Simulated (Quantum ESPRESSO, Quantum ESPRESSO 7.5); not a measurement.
# Work function and surface energy of Pb(100) against thickness

How thick must a slab of Pb(100) be?

Main program and level: Quantum ESPRESSO 7.5; plane-wave DFT, PBE, GBRV ultrasoft pseudopotentials.

**What experiment says.**

“Anisotropic work function of elemental crystals” (2019, arxiv:1902.07811) quotes from earlier work for Pb (polycrystalline sample, no single face): work function, loosely compared (polycrystalline sample, no single face) 4.25 eV.

Most raw output is cut from this account.

### Step 1. Starting point

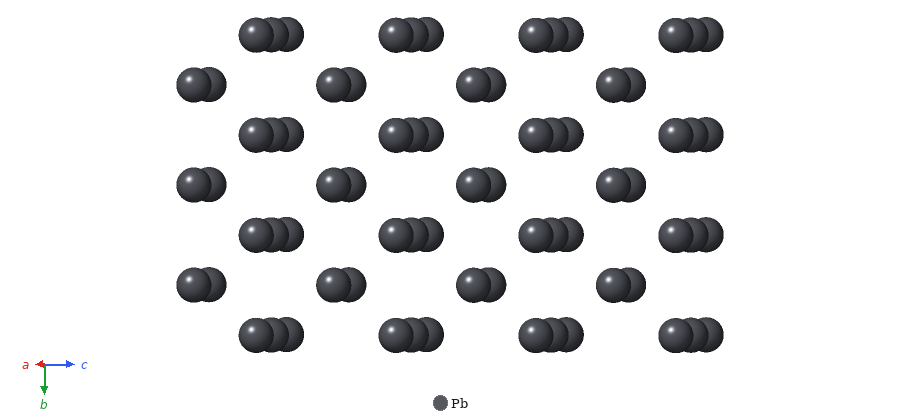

Start, viewed from the side, with the c axis across the page; lead dark grey. 2×3×1 cells are drawn. Some periodic images of atoms are drawn too.

The cell holds 8 atoms: 8 Pb. Cell: a = 3.500 Å, b = 3.500 Å, c = 32.325 Å, α = 90.0°, β = 90.0°, γ = 90.0°. It derives from Pb. Vacuum lies along c.

Coordinates:

```xyz
8
Lattice="3.5002 0.0000 0.0000 0.0000 3.5002 0.0000 0.0000 0.0000 32.3250" Properties=species:S:1:pos:R:3
Pb    1.7501    1.7501    7.5000
Pb    0.0000    0.0000    9.9750
Pb    1.7501    1.7501   12.4500
Pb    0.0000    0.0000   14.9250
Pb    1.7501    1.7501   17.4000
Pb    0.0000    0.0000   19.8750
Pb    1.7501    1.7501   22.3500
Pb    0.0000    0.0000   24.8250
```

### Step 2. Running the series

ASE writes the inputs, starts pw.x and reads the results. Under ESM bc1 the zero of energy of a symmetric slab is the vacuum, so the work function is minus the Fermi level.

run.py reads:

```python
import json
import numpy as np
from ase.build import fcc100
from ase.calculators.espresso import Espresso, EspressoProfile

profile = EspressoProfile(command='mpirun -n 4 pw.x -nk 4', pseudo_dir='../pseudo')
pseudopotentials = {'Pb': 'pb_pbe_v1.uspp.F.UPF'}
system = {'ecutwfc': 40, 'ecutrho': 200, 'occupations': 'smearing', 'smearing': 'mv', 'degauss': 0.02}


def calculator(name, kpts, **extra):
    data = dict(control=dict(tprnfor=True, verbosity='high', disk_io='none'),
                system=system | extra,
                electrons=dict(conv_thr=1e-07, mixing_beta=0.4, mixing_mode='local-TF',
                               electron_maxstep=100))
    return Espresso(profile=profile, directory=name, pseudopotentials=pseudopotentials, kpts=kpts, input_data=data)


def centre(atoms):
    z = atoms.positions[:, 2]
    atoms.positions[:, 2] -= (z.max() + z.min()) / 2  # ESM wants the slab about z = 0
    return atoms


rows = []
for n in [3, 4, 5, 6, 7, 8]:
    slab = centre(fcc100('Pb', size=(1, 1, n), a=4.95, vacuum=7.5, periodic=True))
    slab.set_initial_magnetic_moments([0.0] * n)
    slab.calc = calculator(f'n{n}', (8, 8, 1), assume_isolated='esm', esm_bc='bc1')
    energy = slab.get_potential_energy()
    work = -slab.calc.get_fermi_level()
    force = slab.get_forces()[-1, 2]
    rows.append([n, energy, work, force])
    print(f'{n} layers: E = {energy:.5f} eV, work function {work:.3f} eV, force on the top atom {force:+.3f} eV/A')

n, energy = np.array(rows)[:, :2].T
slope, offset = np.polyfit(n[1:], energy[1:], 1)
area = np.linalg.norm(np.cross(*slab.cell[:2]))
gamma = offset / (2 * area) * 16.0218
print(f'bulk energy from the slope {slope:.5f} eV an atom; unrelaxed surface energy {gamma:.3f} J/m^2')
json.dump(dict(rows=rows, slope=slope, gamma=gamma), open('result.json', 'w'))
```

Run with:

```console
OMP_NUM_THREADS=1 python run.py
```

Elapsed: 16 min, on 4 MPI ranks of Arm Neoverse V2, shared host; peak memory 1.3 GiB.

This step gave:

```
surface energy                     : 0.3615 J/m²
work function of the thickest slab : 3.735 eV
```

Work function against layers:

```
layers  work function (eV)
  3.00                3.72
  4.00                3.75
  5.00                3.71
  6.00                3.76
  7.00                3.77
  8.00                3.73
```

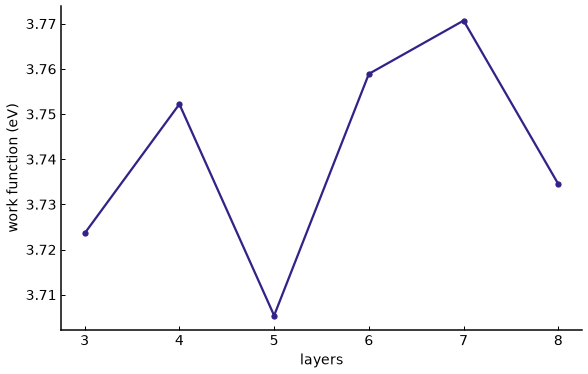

Work function, plotted against layers.

Force on the top atom along the normal against layers:

```
layers  force on the top atom along the normal (eV/Å)
  3.00                                         0.0255
  4.00                                         -0.116
  5.00                                         -0.143
  6.00                                         -0.174
  7.00                                        -0.0897
  8.00                                         -0.163
```

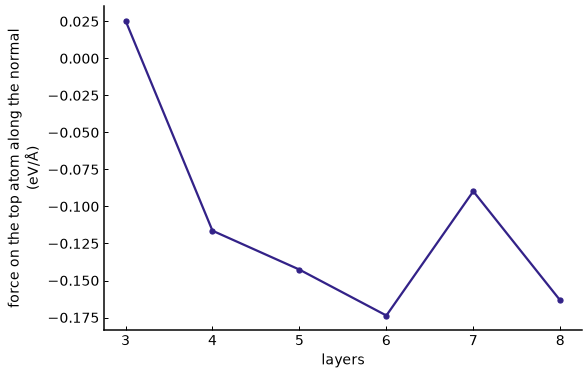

Force on the top atom along the normal, plotted against layers.

Table of energy less the bulk line's slope by layers:

| layers | energy less the bulk line's slope (meV) |
| --- | --- |
| 3.00 | 576 |
| 4.00 | 532 |
| 5.00 | 559 |
| 6.00 | 585 |
| 7.00 | 552 |
| 8.00 | 536 |

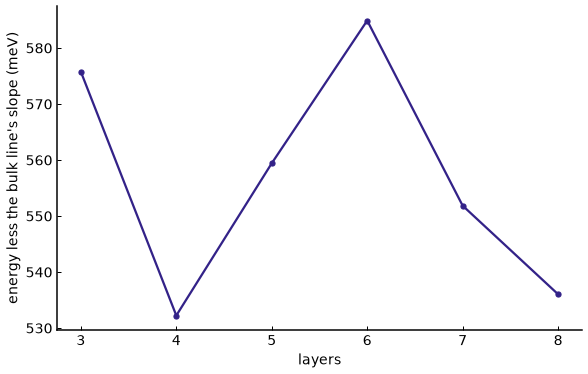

Energy less the bulk line's slope against layers.

### Step 3. The script: LDA, GBRV ultrasoft

Level of this step: plane-wave DFT, LDA, GBRV ultrasoft pseudopotentials (Quantum ESPRESSO 7.5).

run.py is the input of step 2 with these lines changed:

```diff
@@ -6,3 +6,3 @@
 profile = EspressoProfile(command='mpirun -n 4 pw.x -nk 4', pseudo_dir='../pseudo')
-pseudopotentials = {'Pb': 'pb_pbe_v1.uspp.F.UPF'}
+pseudopotentials = {'Pb': 'pb_lda_v1.uspp.F.UPF'}
 system = {'ecutwfc': 40, 'ecutrho': 200, 'occupations': 'smearing', 'smearing': 'mv', 'degauss': 0.02}
```

Run with:

```console
OMP_NUM_THREADS=1 python run.py
```

It took 16 min on 4 MPI ranks; peak memory 1.3 GiB; 65 min of CPU time.

Numbers from this step:

```
surface energy                     : 0.5979 J/m²
work function of the thickest slab : 4.058 eV
```

Work function against layers:

```csv
layers,work function (eV)
3.00,4.05
4.00,4.07
5.00,4.03
6.00,4.07
7.00,4.09
8.00,4.06
```

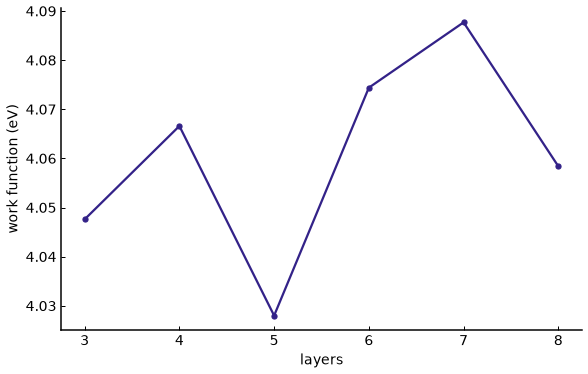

Work function, plotted against layers.

Table of force on the top atom along the normal by layers:

```
layers  force on the top atom along the normal (eV/Å)
  3.00                                         -0.318
  4.00                                         -0.445
  5.00                                         -0.456
  6.00                                         -0.515
  7.00                                         -0.414
  8.00                                         -0.498
```

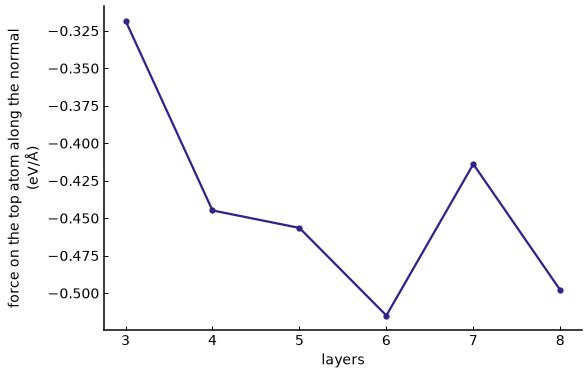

Force on the top atom along the normal against layers.

The energy less the bulk line's slope by layers:

```
layers  energy less the bulk line's slope (meV)
  3.00                                      934
  4.00                                      895
  5.00                                      920
  6.00                                      945
  7.00                                      914
  8.00                                      898
```

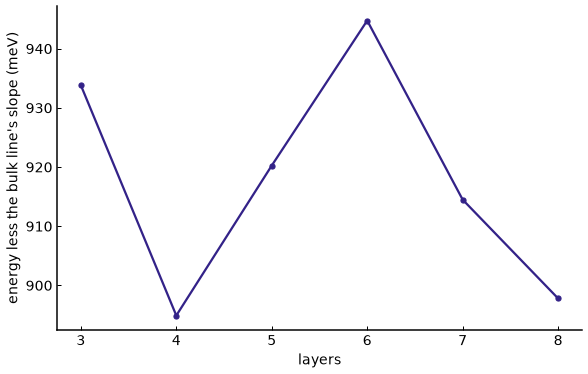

Energy less the bulk line's slope, plotted against layers.

### Step 4. A check by hand

γ = (E_N − N e_bulk)/(2A). The excess of the thickest slab is 0.536 eV and A = 12.251 Å²: 0.536/(2 × 12.251) × 16.02 = 0.35 J/m² (1 eV/Å² = 16.02 J/m²); the fit's intercept gives 0.36.

### Step 5. Summary of results

* work function of the thickest slab, PBE, GBRV ultrasoft: 3.73 eV
* unrelaxed surface energy, PBE, GBRV ultrasoft: 0.36 J/m²
* work function of the thickest slab, LDA, GBRV ultrasoft: 4.06 eV
* unrelaxed surface energy, LDA, GBRV ultrasoft: 0.60 J/m²

**Reading.** The thickest slab gives a work function of 3.73 eV and the series an unrelaxed surface energy of 0.36 J/m² (PBE, GBRV ultrasoft). The work function swings by 0.07 eV over 3 to 8 layers and by 0.04 eV over the last step; confined states crossing the Fermi level and the finite mesh both contribute. From 3 layers on it stays within 0.1 eV. The force on the top atom of the thickest slab points inwards (0.16 eV/Å). The slabs are cut from the bulk at the tabulated lattice constant and not relaxed; the surface energy comes from a straight line through the energies of all but the thinnest slab. Spin-orbit coupling is left out; depending on the atoms that carry the levels of interest, it can split and shift them by tenths of an eV to an eV or more.

Computed beside measured:

```
                                                                     quantity  measured        PBE, GBRV        LDA, GBRV
work function, loosely compared (polycrystalline sample, no single face) (eV)      4.25  3.73 (-0.52 eV)  4.06 (-0.19 eV)
```

Measured values from arxiv:1902.07811 (2019).

**Verdict.** A polycrystal averages over faces, so this is a loose comparison.

[Logs are printed without paths, hosts, clocks, repeated set-up lines and the standing remarks that a program may print on its own settings, such as how far it seeks lower states.]

[Hosts, paths, dates, database ids (printed as entryN), source tags and the programs' standing remarks are cut or masked in the printed files.]

[Maps of the electrostatic potential energy from Ansatz leave out the sawtooth potential of an applied field or a dipole correction, so their vacuum need not be flat; planar profiles and work functions include it.]
